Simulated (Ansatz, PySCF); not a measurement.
C2H6 (SMILES CC) and CH3I (SMILES CI) are pulled apart as rigid monomers along the line of their centres of mass, from the B3LYP-D3(BJ)/def2-TZVP minimum. Starting geometry (charge 0, multiplicity 1):
```xyz
13

C     -0.53415     0.50471     0.23526
C      0.64777    -0.40014    -0.09893
H     -1.27096     0.50868    -0.57028
H     -0.21467     1.53767     0.38995
H     -1.03852     0.17205     1.14418
H      0.32165    -1.42784    -0.26844
H      1.37467    -0.42503     0.71507
H      1.16545    -0.06344    -0.99936
C      0.99571     1.37719     3.44718
I      0.56930    -0.64066     4.07291
H      1.54975     1.85361     4.24744
H      1.58195     1.31721     2.53784
H      0.04619     1.86873     3.27194
```

Interaction energies with rigid monomers; basis-set methods are counterpoise corrected unless marked otherwise.

Frozen-core correlation. Filled d and f shells under p-block atoms count as core. Rows in STO-3G carry no dispersion term and start afresh at each structure; the Pople sets are all-electron and without relativity.

Codes used: Ansatz (an electronic-structure program); PySCF for STO-3G rows, the dispersion terms. Values without a source in brackets are computed. In def2 rows elements past Kr take small-core potentials, without spin–orbit coupling.

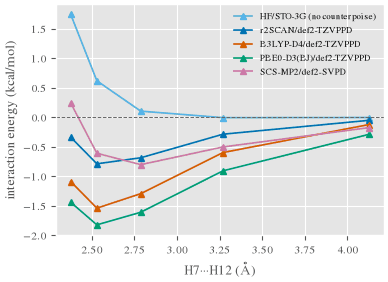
Figure. Interaction energy against separation

Question: Which level binds most strongly at H7···H12 = 2.53, and by how much?

Answer: PBE0-D3(BJ)/def2-TZVPPD, -1.8 kcal/mol.
